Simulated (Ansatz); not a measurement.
# Fields on a plane of Te (trigonal-Te type, space group P3_121)

```xyz
3
Lattice="4.5209 0.0000 0.0000 -2.2604 3.9152 0.0000 0.0000 0.0000 5.9543" Properties=species:S:1:pos:R:3 pbc="T T T"
Te     1.2121     0.0000     1.9848
Te    -0.6061     1.0497     3.9695
Te     1.6544     2.8655     0.0000
```

The slice is a (0001) plane (indices of the conventional cell) through the point (0.268, 0.000, 0.333) (fractional), spanned by u = [110] and v = [1 -1 0] in vectors of this cell: u (4.52 Å) and v (7.83 Å, at 90° to u). It covers one period; positions are fractions (u, v).

Atoms on it: Te at (0.00, 0.00); Te at (0.50, 0.50).

These are PBE (plane waves to 420 eV, PAW, scalar-relativistic; Ansatz, a program for electronic structure) values and carry that method's errors. k mesh 9×9×6. Near the nuclei the fields are pseudised (PAW); where an atom keeps semicore shells as valence, they peak there. Spin-orbit coupling is left out, though Te is heavy. Te was relaxed with its symmetry unable to fall.

| v \ u | 0.00 | 0.11 | 0.22 | 0.33 | 0.44 | 0.56 | 0.67 | 0.78 | 0.89 |
|---|---|---|---|---|---|---|---|---|---|
| 0.88 | 0.104 | 0.060 | 0.019 | 0.006 | 0.005 | 0.006 | 0.011 | 0.041 | 0.097 |
| 0.75 | 0.008 | 0.007 | 0.005 | 0.005 | 0.007 | 0.008 | 0.006 | 0.004 | 0.006 |
| 0.62 | 0.005 | 0.005 | 0.009 | 0.023 | 0.041 | 0.055 | 0.043 | 0.018 | 0.007 |
| 0.50 | 0.005 | 0.009 | 0.039 | 0.068 | 0.007 | 0.004 | 0.029 | 0.024 | 0.008 |
| 0.38 | 0.005 | 0.007 | 0.021 | 0.069 | 0.110 | 0.085 | 0.036 | 0.010 | 0.005 |
| 0.25 | 0.008 | 0.007 | 0.005 | 0.005 | 0.007 | 0.008 | 0.006 | 0.005 | 0.006 |
| 0.12 | 0.050 | 0.054 | 0.030 | 0.011 | 0.005 | 0.005 | 0.006 | 0.015 | 0.032 |
| 0.00 | 0.003 | 0.011 | 0.034 | 0.014 | 0.005 | 0.005 | 0.019 | 0.066 | 0.031 |

Values: density of the lowest conduction band (whole band as if filled, smooth part) in e/Å³. 

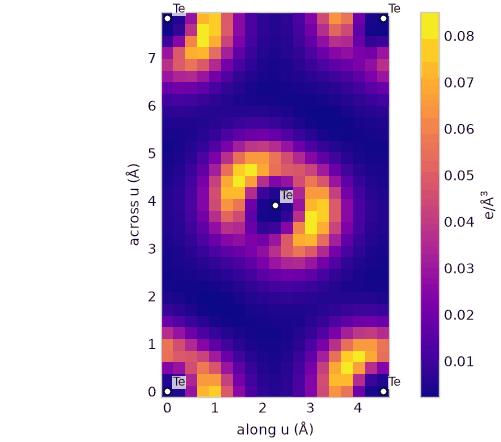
Fig. 1. Density of the highest valence band (whole band, smooth part) in e/Å³, one period of the plane, atoms marked.
